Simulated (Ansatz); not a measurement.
# SiH3 (doublet): B3LYP, r2SCAN0 over a scan of the distance Si1–H4, 6-31G, part 2 of 2

Ansatz 0.2.0, Gaussian basis; 6-31G, all electrons in the functionals. Earlier steps stand in the parts before.

## Step 15: r2SCAN0, 1.486 Å

Contents of in.yaml:

```yaml
crystal:
  periodic: [false, false, false]
  atoms:
    - {symbol: Si, position_ang: [0.000090, -0.000062, -0.043737]}
    - {symbol: H, position_ang: [1.415348, 0.014593, 0.409118]}
    - {symbol: H, position_ang: [-0.721058, 1.220018, 0.403029]}
    - {symbol: H, position_ang: [-0.696788, -1.232882, 0.406559]}
basis:
  gaussian: {orbitals: 6-31G}
magnetization: {spin_polarized: true, initial_magnetization: 1}
hamiltonian: {xc: {name: r2SCAN0}}
```

Run with:

```console
$ ansatz run in.yaml --threads 1 --pin off --events-out ev --progress --plain --max-ram 2393MiB
```

What it wrote (excerpt; [...] marks lines left out):

```text
Functional definition: r2SCAN0
  name "r2SCAN0"
  cite "Bursch, Neugebauer, Ehlert & Grimme, J. Chem. Phys. 156, 134105 (2022) doi:10.1063/5.0086040"
  cite "Furness, Kaplan, Ning, Perdew & Sun, J. Phys. Chem. Lett. 11, 8208 (2020) doi:10.1021/acs.jpclett.0c02405"
  cite "Furness, Kaplan, Ning, Perdew & Sun, J. Phys. Chem. Lett. 11, 9248 (2020) doi:10.1021/acs.jpclett.0c03077"
  parent r2scan
[...]
236 factors; integrals over basis functions are off by at most 1.8e-4 eV
[...]
mean field -7922.58276484 eV, -291.1495464885 hartree, gradient 5.9e-5 eV, S^2 0.752963; 0 other end points of the search recorded, 0 dependent functions left out
reference -7922.58277297 eV, -291.1495467871 hartree; 9, 8 occupied and 10, 11 virtual orbitals, 236 factors
Total energy: -7922.58277297 eV, -291.1495467871 hartree
```

Run time: 1.2 s. Hardware: 1 thread of Arm Neoverse V1, shared host.

From the report: ⟨S²⟩ of the determinant 0.753 (pure doublet: 0.75).

## Step 16: r2SCAN0, 1.629 Å

Contents of in.yaml:

```yaml
crystal:
  periodic: [false, false, false]
  atoms:
    - {symbol: Si, position_ang: [0.002262, 0.003781, -0.045141]}
    - {symbol: H, position_ang: [1.417520, 0.018436, 0.407714]}
    - {symbol: H, position_ang: [-0.718886, 1.223861, 0.401625]}
    - {symbol: H, position_ang: [-0.761668, -1.347658, 0.448482]}
basis:
  gaussian: {orbitals: 6-31G}
magnetization: {spin_polarized: true, initial_magnetization: 1}
hamiltonian: {xc: {name: r2SCAN0}}
```

The command is unchanged.

What it wrote (excerpt; [...] marks lines left out):

```text
Functional definition: r2SCAN0
  name "r2SCAN0"
  cite "Bursch, Neugebauer, Ehlert & Grimme, J. Chem. Phys. 156, 134105 (2022) doi:10.1063/5.0086040"
  cite "Furness, Kaplan, Ning, Perdew & Sun, J. Phys. Chem. Lett. 11, 8208 (2020) doi:10.1021/acs.jpclett.0c02405"
  cite "Furness, Kaplan, Ning, Perdew & Sun, J. Phys. Chem. Lett. 11, 9248 (2020) doi:10.1021/acs.jpclett.0c03077"
  parent r2scan
[...]
236 factors; integrals over basis functions are off by at most 2.0e-4 eV
[...]
mean field -7922.45662699 eV, -291.1449110080 hartree, gradient 2.1e-5 eV, S^2 0.752925; 0 other end points of the search recorded, 0 dependent functions left out
reference -7922.45663503 eV, -291.1449113033 hartree; 9, 8 occupied and 10, 11 virtual orbitals, 236 factors
Total energy: -7922.45663503 eV, -291.1449113033 hartree
```

Wall time 1.4 s (1 thread of Arm Neoverse V1, shared host).

From the report: ⟨S²⟩ of the determinant 0.753 (pure doublet: 0.75).

From 1.486 Å: +2.9 kcal/mol.

## Step 17: r2SCAN0, 1.778 Å

Contents of in.yaml:

```yaml
crystal:
  periodic: [false, false, false]
  atoms:
    - {symbol: Si, position_ang: [0.004526, 0.007786, -0.046604]}
    - {symbol: H, position_ang: [1.419784, 0.022441, 0.406251]}
    - {symbol: H, position_ang: [-0.716622, 1.227866, 0.400162]}
    - {symbol: H, position_ang: [-0.829278, -1.467266, 0.492169]}
basis:
  gaussian: {orbitals: 6-31G}
magnetization: {spin_polarized: true, initial_magnetization: 1}
hamiltonian: {xc: {name: r2SCAN0}}
```

Launched as before.

What it wrote (excerpt; [...] marks lines left out):

```text
Functional definition: r2SCAN0
  name "r2SCAN0"
  cite "Bursch, Neugebauer, Ehlert & Grimme, J. Chem. Phys. 156, 134105 (2022) doi:10.1063/5.0086040"
  cite "Furness, Kaplan, Ning, Perdew & Sun, J. Phys. Chem. Lett. 11, 8208 (2020) doi:10.1021/acs.jpclett.0c02405"
  cite "Furness, Kaplan, Ning, Perdew & Sun, J. Phys. Chem. Lett. 11, 9248 (2020) doi:10.1021/acs.jpclett.0c03077"
  parent r2scan
[...]
236 factors; integrals over basis functions are off by at most 2.0e-4 eV
[...]
mean field -7922.11073210 eV, -291.1321996052 hartree, gradient 4.0e-5 eV, S^2 0.752881; 0 other end points of the search recorded, 0 dependent functions left out
reference -7922.11074012 eV, -291.1321998998 hartree; 9, 8 occupied and 10, 11 virtual orbitals, 236 factors
Total energy: -7922.11074012 eV, -291.1321998998 hartree
```

Wall time 1.4 s (1 thread of Arm Neoverse V1, shared host).

From the report: ⟨S²⟩ of the determinant 0.753 (pure doublet: 0.75).

From 1.486 Å: +10.9 kcal/mol.

## Step 18: r2SCAN0, 2.020 Å

Contents of in.yaml:

```yaml
crystal:
  periodic: [false, false, false]
  atoms:
    - {symbol: Si, position_ang: [0.008203, 0.014291, -0.048980]}
    - {symbol: H, position_ang: [1.423461, 0.028946, 0.403875]}
    - {symbol: H, position_ang: [-0.712945, 1.234371, 0.397786]}
    - {symbol: H, position_ang: [-0.939089, -1.661527, 0.563124]}
basis:
  gaussian: {orbitals: 6-31G}
magnetization: {spin_polarized: true, initial_magnetization: 1}
hamiltonian: {xc: {name: r2SCAN0}}
```

The command is unchanged.

What it wrote (excerpt; [...] marks lines left out):

```text
Functional definition: r2SCAN0
  name "r2SCAN0"
  cite "Bursch, Neugebauer, Ehlert & Grimme, J. Chem. Phys. 156, 134105 (2022) doi:10.1063/5.0086040"
  cite "Furness, Kaplan, Ning, Perdew & Sun, J. Phys. Chem. Lett. 11, 8208 (2020) doi:10.1021/acs.jpclett.0c02405"
  cite "Furness, Kaplan, Ning, Perdew & Sun, J. Phys. Chem. Lett. 11, 9248 (2020) doi:10.1021/acs.jpclett.0c03077"
  parent r2scan
[...]
236 factors; integrals over basis functions are off by at most 2.0e-4 eV
[...]
mean field -7921.36396797 eV, -291.1047565296 hartree, gradient 1.8e-5 eV, S^2 0.752506; 0 other end points of the search recorded, 0 dependent functions left out
reference -7921.36397589 eV, -291.1047568208 hartree; 9, 8 occupied and 10, 11 virtual orbitals, 236 factors
Total energy: -7921.36397589 eV, -291.1047568208 hartree
```

Wall time 1.3 s (1 thread of Arm Neoverse V1, shared host).

From the report: ⟨S²⟩ of the determinant 0.753 (pure doublet: 0.75).

From 1.486 Å: +28.1 kcal/mol.

## Step 19: r2SCAN0, 2.395 Å

Contents of in.yaml:

```yaml
crystal:
  periodic: [false, false, false]
  atoms:
    - {symbol: Si, position_ang: [0.013901, 0.024371, -0.052662]}
    - {symbol: H, position_ang: [1.429159, 0.039026, 0.400193]}
    - {symbol: H, position_ang: [-0.707247, 1.244451, 0.394104]}
    - {symbol: H, position_ang: [-1.109250, -1.962552, 0.673076]}
basis:
  gaussian: {orbitals: 6-31G}
magnetization: {spin_polarized: true, initial_magnetization: 1}
hamiltonian: {xc: {name: r2SCAN0}}
```

The command is unchanged.

What it wrote (excerpt; [...] marks lines left out):

```text
Functional definition: r2SCAN0
  name "r2SCAN0"
  cite "Bursch, Neugebauer, Ehlert & Grimme, J. Chem. Phys. 156, 134105 (2022) doi:10.1063/5.0086040"
  cite "Furness, Kaplan, Ning, Perdew & Sun, J. Phys. Chem. Lett. 11, 8208 (2020) doi:10.1021/acs.jpclett.0c02405"
  cite "Furness, Kaplan, Ning, Perdew & Sun, J. Phys. Chem. Lett. 11, 9248 (2020) doi:10.1021/acs.jpclett.0c03077"
  parent r2scan
[...]
236 factors; integrals over basis functions are off by at most 1.9e-4 eV
[...]
mean field -7920.20775283 eV, -291.0622664069 hartree, gradient 1.6e-5 eV, S^2 0.860836; 2 other end points of the search recorded, 0 dependent functions left out
reference -7920.20776079 eV, -291.0622666992 hartree; 9, 8 occupied and 10, 11 virtual orbitals, 236 factors
Total energy: -7920.20776079 eV, -291.0622666992 hartree
```

It took 1.6 s on 1 thread of Arm Neoverse V1, shared host.

From the report: ⟨S²⟩ of the determinant 0.861 (pure doublet: 0.75).

From 1.486 Å: +54.8 kcal/mol.

## Step 20: r2SCAN0, 2.803 Å

Contents of in.yaml:

```yaml
crystal:
  periodic: [false, false, false]
  atoms:
    - {symbol: Si, position_ang: [0.020100, 0.035338, -0.056667]}
    - {symbol: H, position_ang: [1.435358, 0.049992, 0.396188]}
    - {symbol: H, position_ang: [-0.701048, 1.255417, 0.390099]}
    - {symbol: H, position_ang: [-1.294385, -2.290067, 0.792703]}
basis:
  gaussian: {orbitals: 6-31G}
magnetization: {spin_polarized: true, initial_magnetization: 1}
hamiltonian: {xc: {name: r2SCAN0}}
```

Launched as before.

What it wrote (excerpt; [...] marks lines left out):

```text
Functional definition: r2SCAN0
  name "r2SCAN0"
  cite "Bursch, Neugebauer, Ehlert & Grimme, J. Chem. Phys. 156, 134105 (2022) doi:10.1063/5.0086040"
  cite "Furness, Kaplan, Ning, Perdew & Sun, J. Phys. Chem. Lett. 11, 8208 (2020) doi:10.1021/acs.jpclett.0c02405"
  cite "Furness, Kaplan, Ning, Perdew & Sun, J. Phys. Chem. Lett. 11, 9248 (2020) doi:10.1021/acs.jpclett.0c03077"
  parent r2scan
[...]
236 factors; integrals over basis functions are off by at most 1.9e-4 eV
[...]
mean field -7919.55806045 eV, -291.0383906523 hartree, gradient 3.4e-5 eV, S^2 1.143965; 3 other end points of the search recorded, 0 dependent functions left out
reference -7919.55806866 eV, -291.0383909539 hartree; 9, 8 occupied and 10, 11 virtual orbitals, 236 factors
Total energy: -7919.55806866 eV, -291.0383909539 hartree
```

Run time: 2.5 s. Hardware: 1 thread of Arm Neoverse V1, shared host.

From the report: ⟨S²⟩ of the determinant 1.144 (pure doublet: 0.75).

From 1.486 Å: +69.8 kcal/mol.

## Step 21: r2SCAN0, 3.294 Å

Contents of in.yaml:

```yaml
crystal:
  periodic: [false, false, false]
  atoms:
    - {symbol: Si, position_ang: [0.027560, 0.048535, -0.061488]}
    - {symbol: H, position_ang: [1.442819, 0.063190, 0.391367]}
    - {symbol: H, position_ang: [-0.693587, 1.268615, 0.385278]}
    - {symbol: H, position_ang: [-1.517182, -2.684210, 0.936666]}
basis:
  gaussian: {orbitals: 6-31G}
magnetization: {spin_polarized: true, initial_magnetization: 1}
hamiltonian: {xc: {name: r2SCAN0}}
```

Launched as before.

What it wrote (excerpt; [...] marks lines left out):

```text
Functional definition: r2SCAN0
  name "r2SCAN0"
  cite "Bursch, Neugebauer, Ehlert & Grimme, J. Chem. Phys. 156, 134105 (2022) doi:10.1063/5.0086040"
  cite "Furness, Kaplan, Ning, Perdew & Sun, J. Phys. Chem. Lett. 11, 8208 (2020) doi:10.1021/acs.jpclett.0c02405"
  cite "Furness, Kaplan, Ning, Perdew & Sun, J. Phys. Chem. Lett. 11, 9248 (2020) doi:10.1021/acs.jpclett.0c03077"
  parent r2scan
[...]
237 factors; integrals over basis functions are off by at most 2.1e-4 eV
[...]
mean field -7919.23451614 eV, -291.0265006183 hartree, gradient 4.1e-5 eV, S^2 1.246793; 4 other end points of the search recorded, 0 dependent functions left out
reference -7919.23452454 eV, -291.0265009269 hartree; 9, 8 occupied and 10, 11 virtual orbitals, 237 factors
Total energy: -7919.23452454 eV, -291.0265009269 hartree
```

It took 2.6 s on 1 thread of Arm Neoverse V1, shared host.

From the report: ⟨S²⟩ of the determinant 1.247 (pure doublet: 0.75).

From 1.486 Å: +77.2 kcal/mol.

## Step 22: r2SCAN0, 4.029 Å

Contents of in.yaml:

```yaml
crystal:
  periodic: [false, false, false]
  atoms:
    - {symbol: Si, position_ang: [0.038728, 0.068292, -0.068704]}
    - {symbol: H, position_ang: [1.453986, 0.082947, 0.384151]}
    - {symbol: H, position_ang: [-0.682420, 1.288372, 0.378062]}
    - {symbol: H, position_ang: [-1.850697, -3.274219, 1.152171]}
basis:
  gaussian: {orbitals: 6-31G}
magnetization: {spin_polarized: true, initial_magnetization: 1}
hamiltonian: {xc: {name: r2SCAN0}}
```

Same command.

What it wrote (excerpt; [...] marks lines left out):

```text
Functional definition: r2SCAN0
  name "r2SCAN0"
  cite "Bursch, Neugebauer, Ehlert & Grimme, J. Chem. Phys. 156, 134105 (2022) doi:10.1063/5.0086040"
  cite "Furness, Kaplan, Ning, Perdew & Sun, J. Phys. Chem. Lett. 11, 8208 (2020) doi:10.1021/acs.jpclett.0c02405"
  cite "Furness, Kaplan, Ning, Perdew & Sun, J. Phys. Chem. Lett. 11, 9248 (2020) doi:10.1021/acs.jpclett.0c03077"
  parent r2scan
[...]
237 factors; integrals over basis functions are off by at most 1.9e-4 eV
[...]
mean field -7919.08932357 eV, -291.0211648898 hartree, gradient 2.0e-5 eV, S^2 1.283720; 5 other end points of the search recorded, 0 dependent functions left out
reference -7919.08933243 eV, -291.0211652152 hartree; 9, 8 occupied and 10, 11 virtual orbitals, 237 factors
Total energy: -7919.08933243 eV, -291.0211652152 hartree
```

It took 3 s on 1 thread of Arm Neoverse V1, shared host.

From the report: ⟨S²⟩ of the determinant 1.284 (pure doublet: 0.75). The determinant is far from a pure spin state, so its energy mixes those of several spin states (harmless only where they are near-degenerate, as at dissociation).

From 1.486 Å: +80.6 kcal/mol.

## Step 23: r2SCAN0, 5.142 Å

Contents of in.yaml:

```yaml
crystal:
  periodic: [false, false, false]
  atoms:
    - {symbol: Si, position_ang: [0.055639, 0.098209, -0.079631]}
    - {symbol: H, position_ang: [1.470898, 0.112863, 0.373224]}
    - {symbol: H, position_ang: [-0.665508, 1.318288, 0.367135]}
    - {symbol: H, position_ang: [-2.355735, -4.167661, 1.478507]}
basis:
  gaussian: {orbitals: 6-31G}
magnetization: {spin_polarized: true, initial_magnetization: 1}
hamiltonian: {xc: {name: r2SCAN0}}
```

Same command.

What it wrote (excerpt; [...] marks lines left out):

```text
Functional definition: r2SCAN0
  name "r2SCAN0"
  cite "Bursch, Neugebauer, Ehlert & Grimme, J. Chem. Phys. 156, 134105 (2022) doi:10.1063/5.0086040"
  cite "Furness, Kaplan, Ning, Perdew & Sun, J. Phys. Chem. Lett. 11, 8208 (2020) doi:10.1021/acs.jpclett.0c02405"
  cite "Furness, Kaplan, Ning, Perdew & Sun, J. Phys. Chem. Lett. 11, 9248 (2020) doi:10.1021/acs.jpclett.0c03077"
  parent r2scan
[...]
236 factors; integrals over basis functions are off by at most 1.9e-4 eV
[...]
mean field -7919.05485928 eV, -291.0198983503 hartree, gradient 1.6e-5 eV, S^2 1.285824; 5 other end points of the search recorded, 0 dependent functions left out
reference -7919.05486883 eV, -291.0198987013 hartree; 9, 8 occupied and 10, 11 virtual orbitals, 236 factors
Total energy: -7919.05486883 eV, -291.0198987013 hartree
```

Wall time 3 s (1 thread of Arm Neoverse V1, shared host).

From the report: ⟨S²⟩ of the determinant 1.286 (pure doublet: 0.75). The determinant is far from a pure spin state, so its energy mixes those of several spin states (harmless only where they are near-degenerate, as at dissociation).

From 1.486 Å: +81.4 kcal/mol.

## Step 24: Against the wave-function levels

The yardstick is full CI for this spin, exact in this basis with these frozen cores. It comes from earlier runs at the same points. Energies in kcal/mol, counted from 1.486 Å; blanks weren't run or aren't comparable.

```
  level  1.170 Å  1.352 Å  1.486 Å  1.629 Å  1.778 Å  2.020 Å  2.395 Å  2.803 Å  3.294 Å  4.029 Å  5.142 Å
    FCI     38.8      6.4      0.0      1.7      8.3     22.8     44.4     60.6     69.6     71.4     71.4
  B3LYP     36.7      5.6      0.0      2.4      9.8     25.9     50.9     67.9     75.4     78.0     78.5
r2SCAN0     36.4      5.3      0.0      2.9     10.9     28.1     54.8     69.8     77.2     80.6     81.4
```

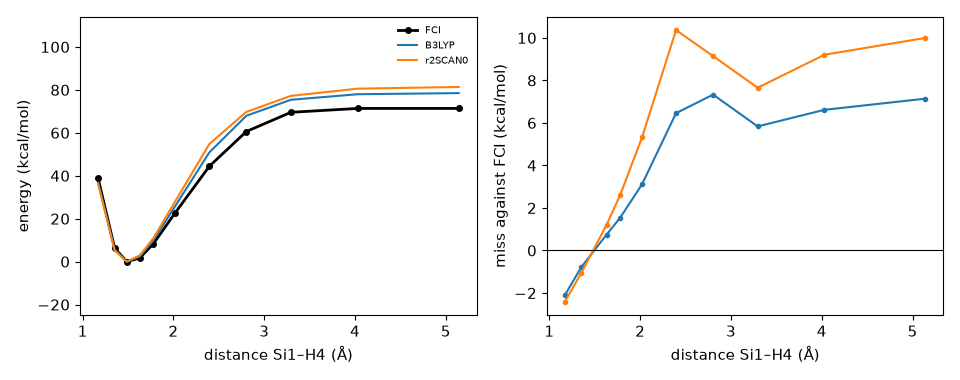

Left: the curves (the axis may cut off levels that run far away). Right: misses against FCI, in the same colours.

Largest miss and mean time a point (FCI took 1.1 s a point; shared hosts):

```
  level  largest miss (kcal/mol)    where  time a point
  B3LYP                     +7.3  2.803 Å        0.75 s
r2SCAN0                    +10.4  2.395 Å         1.9 s
```

## Step 25: Outcome

The summary covers parts 1 to 2.

| quantity | value |
| --- | --- |
| span of the FCI curve | 71.4 kcal/mol |
| largest miss, B3LYP | +7.3 kcal/mol (2.803 Å) |
| largest miss, r2SCAN0 | +10.4 kcal/mol (2.395 Å) |

What this shows: Of the functionals, B3LYP keep the smallest largest miss at the points compared (at most 7.3 kcal/mol) and r2SCAN0 strays most (10.4 kcal/mol, at 2.395 Å). B3LYP, r2SCAN0 clearly break the spin symmetry at some points (⟨S²⟩ up to 0.54 above the pure value), so energy there is bought with a mixed spin. Functionals and the yardstick converge differently with the basis, so part of each miss in 6-31G is the basis.
